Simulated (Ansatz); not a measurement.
Stretching the Ge1–F2 bond in BrFGe (SMILES [F][Ge][Br]) (multiplicity 1 held, fragments rigid). Energies count from the point at 1.762 Å.
Geometry at that point (charge 0, multiplicity 1):
```xyz
3

Ge     0.5401    -0.4560     0.8125
F      1.4905    -1.3280    -0.3878
Br    -0.8771     0.7584    -0.6431
```

R- and RO- levels are restricted; in cc, def2 and unpolarised 6-31G sets they are followed outwards from rest. Unrestricted levels (U-) break spin symmetry where that is lower. Curves can end on different states.

Correlated levels freeze the cores. Filled d and f shells under p-block atoms count as core.

Run with Ansatz (Gaussian basis) for Hartree–Fock, density functionals and correlated methods. Each number belongs to the level named beside it.

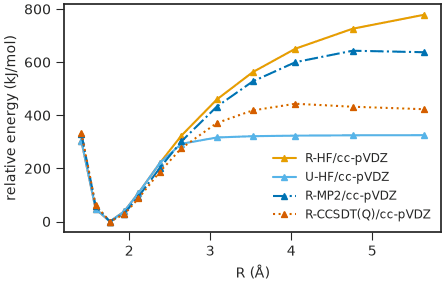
Relative energy along the coordinate

**Question.** Read off the U-HF/cc-pVDZ curve at R = 3.524.

**Answer.** about 320 kJ/mol

Doubts at one or more of the structures used: a restricted determinant that unrestricted orbitals would lower (R-HF/cc-pVDZ, R-MP2/cc-pVDZ, R-CCSDT(Q)/cc-pVDZ); a spin-contaminated determinant (U-HF/cc-pVDZ); T1 above 0.05 (R-CCSDT(Q)/cc-pVDZ); other coupled-cluster roots lie near (R-CCSDT(Q)/cc-pVDZ).

Ansatz is a program for electronic structure.
